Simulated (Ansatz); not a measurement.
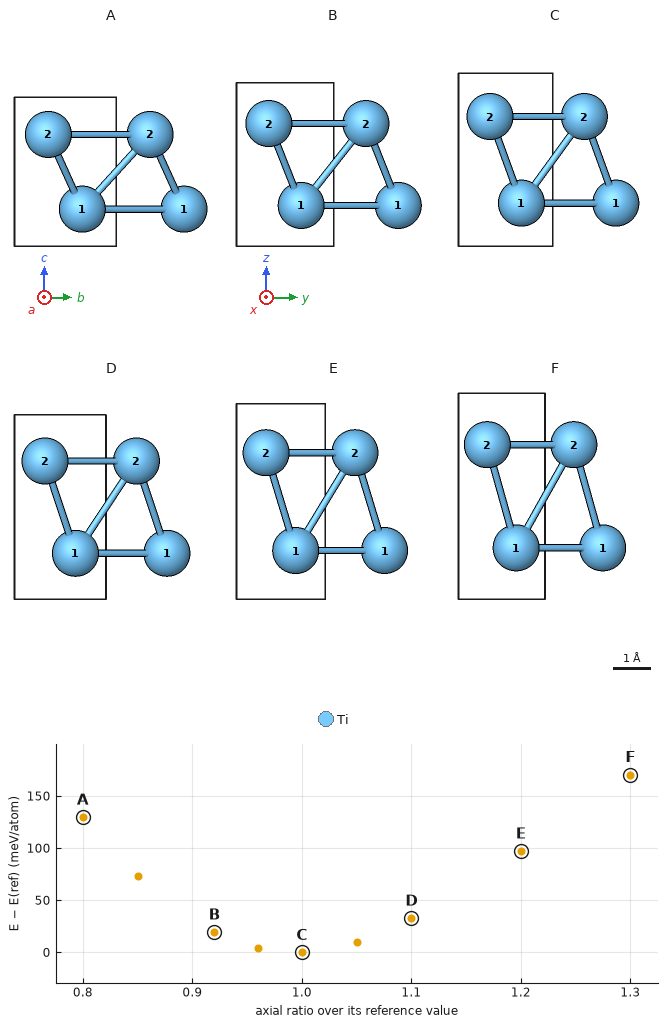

A scan of crystalline Ti (P6_3/mmc): the ratio of the cell's length along z to its lengths across, counted as 1 for the reference, is changed at fixed volume (a c/a path), with the atoms kept at their fractional coordinates. x, y and z are the Cartesian axes of the input. The lettered frames are marked on the plot. A ball-and-stick model of the cell of the calculation, repeated 2 × 2 × 1 with one cell outlined, seen along the a axis.

Level of theory: Ansatz, DFT LDA, scalar-relativistic, plane waves, PAW. (plane-wave cutoff 420 eV; k-point mesh 21 × 21 × 12; occupations gaussian; smearing width 0.15 eV; no spin polarisation). Energies (free energies at the smearing named) are counted from the cell as listed in its source, which wasn't relaxed.

> Read off the main features of the energy profile.

The lowest computed point lies at the relative ratio 1.00 (0.0 meV/atom). At the ends of the scan the energy is 129.8 meV/atom (0.80) and 170.7 meV/atom (1.30). The unrelaxed reference is under a pressure of −9.9 GPa. The distortion keeps the space group P6_3/mmc. At the relative ratio 1.30 the cell of the drawing goes a 2.950 → 2.703 Å, b 2.950 → 2.703 Å, c 4.686 → 5.582 Å.
